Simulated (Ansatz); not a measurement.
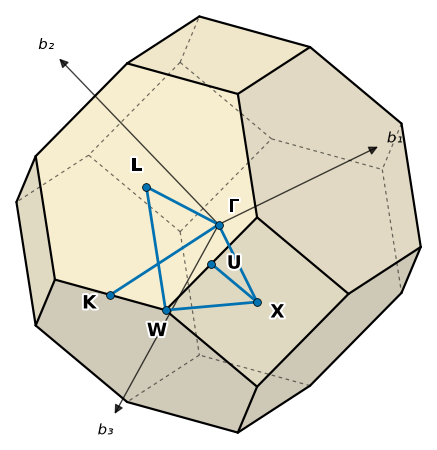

Crystal: BeCl3, coordinates from a relaxation with Ansatz, DFT PBE, scalar-relativistic, plane waves, PAW; the starting structure was generated, so it need not be a known form of this composition. The first Brillouin zone and its special points. Symmetry computed with spglib at a tolerance of 0.002 Å; standard conventional cell.

Space group Fm-3m (No. 225); a = 6.625 Å, b = 6.625 Å, c = 6.625 Å, α = 90.00°, β = 90.00°, γ = 90.00°.

Labels and path follow the convention of Hinuma et al. (2017), as computed by seekpath; the arrows show the directions of the reciprocal primitive vectors b₁, b₂, b₃, in which coordinates are given; lengths include the factor 2π.

Question: List the special points with their coordinates and distances from Γ.

Answer:
| point | k₁ | k₂ | k₃ | length of k (1/Å) |
| --- | --- | --- | --- | --- |
| Γ | 0 | 0 | 0 | 0.000 |
| X | 1/2 | 0 | 1/2 | 0.948 |
| L | 1/2 | 1/2 | 1/2 | 0.821 |
| W | 1/2 | 1/4 | 3/4 | 1.060 |
| K | 3/8 | 3/8 | 3/4 | 1.006 |
| U | 5/8 | 1/4 | 5/8 | 1.006 |

Question: What is the zone's volume?

Answer: (2π)³ over the primitive cell's volume of 72.69 Å³: 3.41 Å⁻³.
